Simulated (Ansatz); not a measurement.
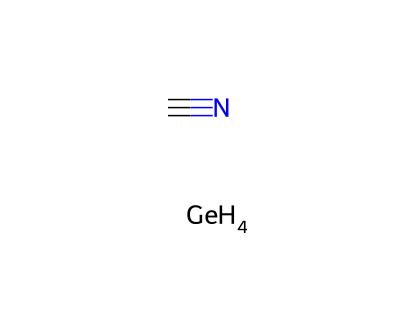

Structural formula above. Computed geometry: PBE-D4/def2-SVP optimisation. No frequency run is at hand to confirm it as a minimum.

What does the molecule look like in three dimensions?

Formula CH5GeN. As SMILES it reads `C#N.[GeH4]`. Judged by distances it falls into 2 fragments: CHN, GeH4. Among its groups: nitrile. Coordination: 1 C linear; 1 Ge tetrahedral.

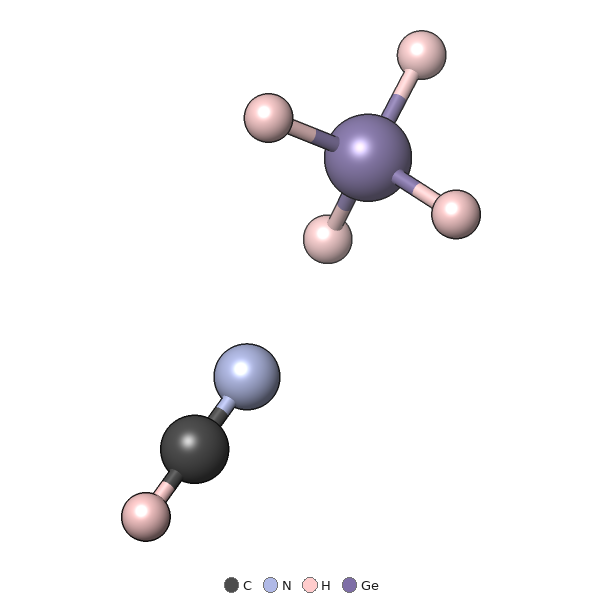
